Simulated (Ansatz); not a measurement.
SiClF₂: several calculations on one system

## 1. Relaxation

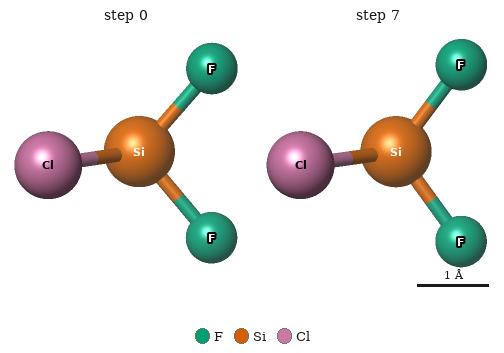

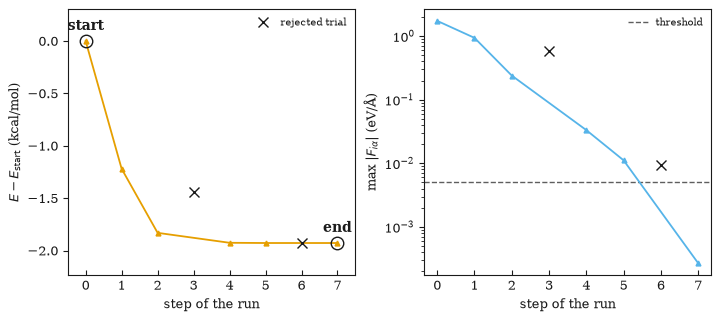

First and last geometry of a relaxation of SiClF$_{2}$ (multiplicity 2), with the history of the run. Style: ball-and-stick. Shown at a tilt.

All numbers below come from UKS PBE0-D4/def2-TZVP (Ansatz). Set-up: force threshold 0.005 eV/Å; at most 200 steps.

**Did the run converge, and what did it change?**

It converged. The Si atom moves most after the best rigid fit: 0.067 Å. Largest moves by element: Si 0.067 Å, F 0.065 Å, Cl 0.004 Å. Some distances before and after: Cl–Si 1.995 → 2.036 Å, F–Si 1.605 → 1.585 Å. Among the angles between lasting bonds that change: F–Si–F 98.8° → 107.0°. The energy falls by 1.93 kcal/mol in 5 accepted moves (7 points after the start). The largest force component goes from 1.7 to 0.00027 eV/Å. The line search rejected the trial steps at points 3, 6 of the run. The run took roughly 30 core-seconds on a shared host.

## 2. Relaxation

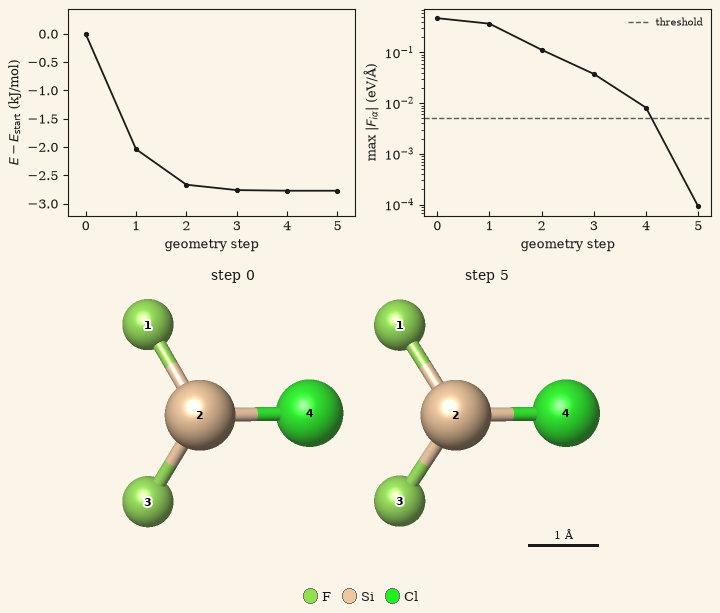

First and last geometry of a constrained relaxation of SiClF2 (multiplicity 2), with the history of the run. A ball-and-stick model, seen face on.

Theory: UKS PBE0-D4/def2-TZVP (Ansatz). Settings: held fixed: the distance between atoms 2 (Si) and 4 (Cl), counting from 1; force threshold 0.005 eV/Å; at most 200 steps.

Did the run converge, and what did it change?

It converged. The atom that moves furthest after the best rigid fit is Cl4 (0.039 Å). Largest moves by element: Cl 0.039 Å, F 0.033 Å, Si 0.032 Å. Among the contacts that change: F1–Si2 1.585 → 1.599 Å. Bond angles that change, for instance: F1–Si2–Cl4 108.9° → 111.7°, F1–Si2–F3 107.0° → 104.6°. Over 5 geometry steps the energy falls by 2.77 kJ/mol. Largest force component: 0.47 eV/Å at the start, under 0.0001 eV/Å at the end.

| step | E − E(0), kJ/mol | largest force component, eV/Å |
| --- | --- | --- |
| 0 | 0.00 | 0.4747 |
| 1 | -2.04 | 0.3698 |
| 2 | -2.66 | 0.1130 |
| 3 | -2.76 | 0.0378 |
| 4 | -2.77 | 0.0082 |
| 5 | -2.77 | 0.0001 |

## 3. Scan

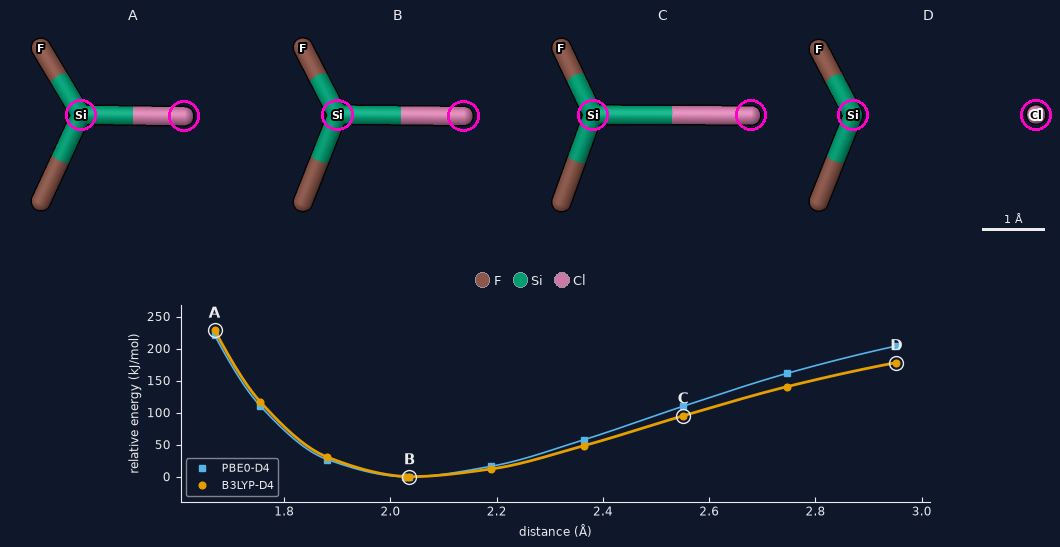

Energy scan for SiClF2 (multiplicity 2), in which the Si–Cl bond length is varied, with all other coordinates relaxed. The lettered frames are marked on the plot, at the values of B3LYP-D4. A stick model, seen at a tilt. The ringed atoms are those of the scanned coordinate.

Single-point energies from Ansatz with B3LYP-D4, PBE0-D4 in the def2-TZVPP basis, on geometries relaxed under the constraint at PBE0-D4/def2-TZVP. Energies are counted from the PBE0-D4/def2-TZVP minimum geometry at the same level.

### Read off the main features of the energy profile.

With B3LYP-D4: of the computed points the lowest is at the distance 2.036 Å, 0.0 kJ/mol. At the ends of the scan the energy is 228.7 kJ/mol (1.669 Å) and 178.1 kJ/mol (2.952 Å). The curvature at the lowest point is about 19 eV/Å² (3 mdyn/Å). The well is steeper on the short side, as for any bond. At 1.669 Å the levels give PBE0-D4 220.7 kJ/mol, B3LYP-D4 228.7 kJ/mol.

## 4. Scan

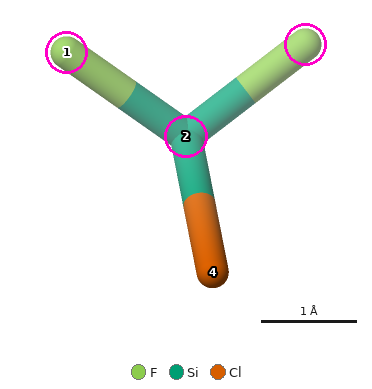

SiClF$_{2}$ (multiplicity 2): the F3–Si2–F1 angle is varied, with the rest of the molecule carried along rigidly. The picture shows the minimum geometry. The ringed atoms are those of the scanned coordinate. A stick model, seen onto the plane of the angle.

Computed with Ansatz: PBE-D4, CCSD(T), wB97M-V, basis def2-TZVPP, on geometries moved rigidly from the minimum at PBE0-D4/def2-TZVP. Coupled cluster with a frozen core. Energies are counted from the PBE0-D4/def2-TZVP minimum geometry at the same level.

```xyz
4

F     1.3081    0.1290    0.7980
Si    0.2212   -0.3165   -0.2657
F    -0.8718   -1.1574    0.5149
Cl   -0.6576    1.3449   -1.0473
```

**Give the energy at each point (the angle: 83.0, 89.0, 95.0, 101.0, 107.0, 113.0, 119.0, 125.0, 131.0°).**

Energies in eV.

| angle (°) | PBE-D4 | CCSD(T) | wB97M-V |
| --- | --- | --- | --- |
| 83.0 | 0.730 | 0.768 | 0.725 |
| 89.0 | 0.369 | 0.388 | 0.362 |
| 95.0 | 0.151 | 0.158 | 0.145 |
| 101.0 | 0.036 | 0.037 | 0.033 |
| 107.0 | 0.000 | 0.000 | 0.000 |
| 113.0 | 0.027 | 0.031 | 0.031 |
| 119.0 | 0.106 | 0.121 | 0.116 |
| 125.0 | 0.232 | 0.261 | 0.248 |
| 131.0 | 0.397 | 0.448 | 0.420 |

With PBE-D4: the lowest computed point lies at the angle 107.0° (0.000 eV). At the ends of the scan the energy is 0.730 eV (83.0°) and 0.397 eV (131.0°). The curvature at the lowest point is about 5.9 eV/rad². At 83.0° the levels give wB97M-V 0.725 eV, PBE-D4 0.730 eV, CCSD(T) 0.768 eV. Closest to CCSD(T) there is PBE-D4.

The computed profile:

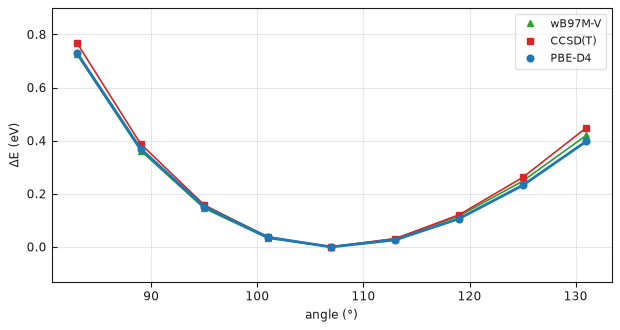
